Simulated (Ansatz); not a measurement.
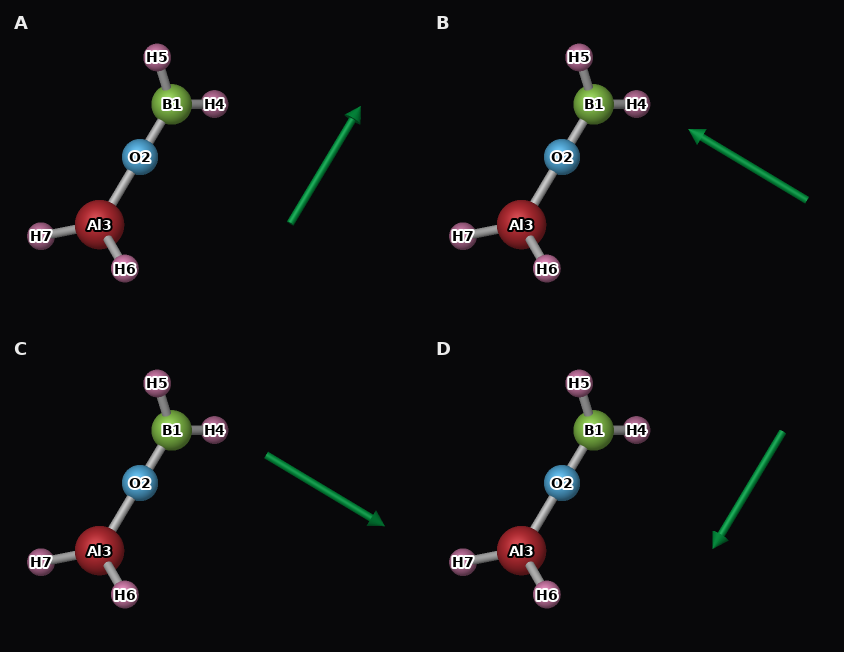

The same molecule four times, each with an arrow. The geometry was computed by an optimisation with PBE-D4/def2-SVP. No frequency run is at hand to confirm it as a minimum. Method: RKS PBE-D4/def2-SVP (Ansatz 0.2.0).

### Which arrow points along the dipole moment, from the negative to the positive end?

D. The dipole moment is 1.38 D; it points from the side of H4, H5 to the side of H6, H7 (the outermost atoms at the two ends).
